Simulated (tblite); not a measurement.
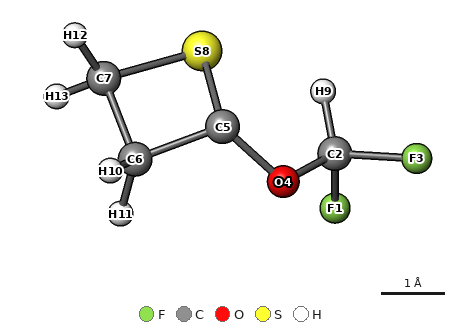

C4H5F2OS (multiplicity 2), before the relaxation. Style: ball-and-stick. Shown at a tilt.

All numbers below come from GFN2-xTB geometry optimisation, gas phase in tblite 0.8.0.

```xyz
13

F     2.3271   -2.0144   -0.4479
C     2.0935   -0.7609    0.1171
F     3.2098   -0.5544    0.9532
O     0.9924   -0.7809    0.9353
C     0.0131    0.1447    0.6455
C    -1.3832   -0.3770    0.5102
C    -1.6001    0.5153   -0.6954
S     0.1448    0.6798   -1.0630
H     2.0914   -0.0222   -0.6677
H    -2.0645   -0.1177    1.3717
H    -1.5025   -1.4483    0.2652
H    -2.1895    1.4266   -0.4922
H    -2.1367   -0.1112   -1.4496
```

Where does the relaxation end?

Answer. After 99 geometry steps the energy has fallen by 19.2 kcal/mol. F1 moves most after the best rigid fit: 0.76 Å. By element the largest moves are F 0.76 Å, O 0.55 Å, C 0.46 Å, H 0.42 Å, S 0.27 Å. Some distances before and after: S8–H9 2.107 → 2.646 Å, C2–S8 2.695 → 3.142 Å, F1–C2 1.395 → 1.338 Å, C2–F3 1.410 → 1.355 Å. Among the angles between lasting bonds that change: O4–C5–S8 110.4° → 124.0°, C6–C7–H13 106.0° → 115.5°, S8–C7–H12 118.8° → 110.7°. Groups turn about C2–O4 by about 40°, O4–C5 by about 35°. Cost: 0.59 s on 1 thread of Arm Neoverse V1, on a shared host.

The structure at the end:

```xyz
13

F     2.9083   -2.0208    0.0418
C     2.2413   -0.8670    0.1627
F     2.8857   -0.1563    1.1199
O     0.9694   -1.1450    0.5210
C     0.0512   -0.1407    0.2931
C    -1.4150   -0.3804    0.4738
C    -1.7960    0.5989   -0.6381
S    -0.0606    0.7709   -1.2122
H     2.3219   -0.2978   -0.7846
H    -1.7869   -0.1188    1.4661
H    -1.7142   -1.4097    0.2583
H    -2.1834    1.5545   -0.2958
H    -2.4260    0.1915   -1.4235
```

The end point in the same view:

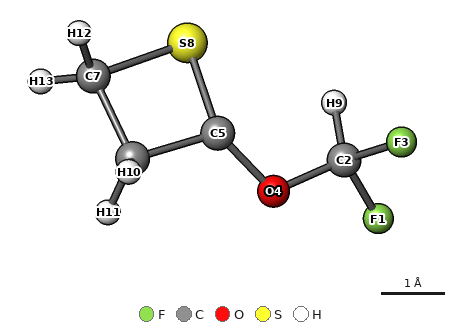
